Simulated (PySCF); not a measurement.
```csv
atom,x (Å),y (Å),z (Å)
C,3.3035,0.7074,-0.5496
C,2.0300,0.9672,-0.2381
Al,0.9982,-0.7371,-0.2400
N,-0.9073,-0.1819,0.2869
C,-1.7005,-1.3992,0.2851
C,-0.8880,0.4076,1.6140
C,-1.4192,0.7560,-0.6969
H,3.6188,-0.3110,-0.7466
H,4.0888,1.4519,-0.6286
H,1.8126,2.0255,-0.0585
H,1.2626,-1.7623,0.9205
H,0.6676,-1.3978,-1.6272
H,-1.2640,-2.1045,0.9914
H,-2.7442,-1.2075,0.5557
H,-1.6578,-1.8462,-0.7073
H,-1.8945,0.6618,1.9631
H,-0.4326,-0.3015,2.3050
H,-0.2725,1.3057,1.5987
H,-0.8263,1.6688,-0.6677
H,-1.3119,0.3141,-1.6877
H,-2.4721,0.9998,-0.5179
```

Geometry: GFN2-xTB.

Method: PBE0/pcSseg-1, SCF density, gas phase, non-relativistic in PySCF 2.14.0.

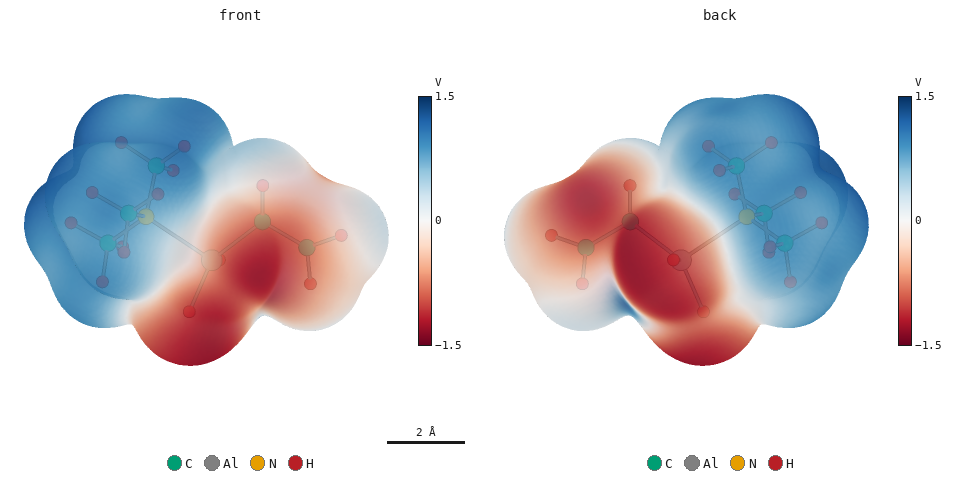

C5H14AlN (SMILES C=[CH][AlH2-][N+](C)(C)C). The electrostatic potential painted on the density surface at 0.002 e/bohr³, seen from the front and from behind; the colour scale runs from red (negative) to blue (positive).

Where is the surface potential most negative and most positive?

Answer. The most negative region (about −1.3 V) lies over C1, C2, H11 and H12, the most positive (about +1.3 V) over H14, H16 and H21.

How polar is the molecule by this calculation?

Answer. Its dipole moment is 5.00 D.
